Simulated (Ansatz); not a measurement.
```xyz
9

Si   -0.5094   -0.4775   -0.4838
Br    1.1016   -1.6003   -1.6642
S    -1.1730   -1.9095    0.9701
H    -0.3523   -2.8339    0.4109
H    -1.5842   -0.1561   -1.4570
Si    0.4747    1.4409    0.4191
H     0.8594    2.3473   -0.6961
H     1.6810    1.0539    1.1943
H    -0.4978    2.1352    1.3067
```

Not at a stationary point (largest force 0.6 eV/Å).

Level of theory: Ansatz 0.2.0, RKS PBE0/def2-mTZVP.

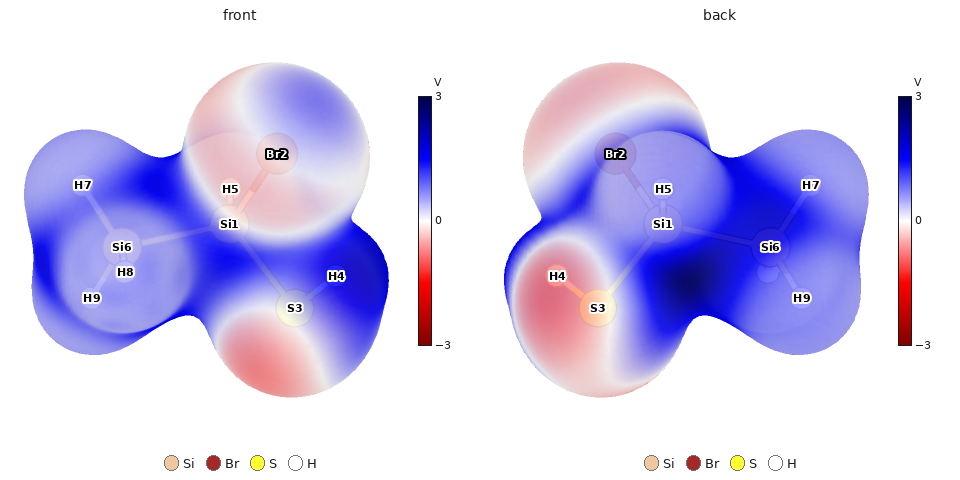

BrH$_{5}$SSi$_{2}$. The electrostatic potential painted on the density surface at 0.004 e/bohr³, seen from the front and from behind; red is negative and blue positive.

Q: Describe the electrostatic potential map.

A: The most negative region (about −0.8 V, or −18 kcal/mol for a unit charge) lies over S3, the most positive (about +2.6 V, or +60 kcal/mol for a unit charge) over Si1. Br2 shows a σ-hole: about +0.8 V, or +18 kcal/mol for a unit charge at the tip opposite its bond, against about −0.2 V on its flanks.
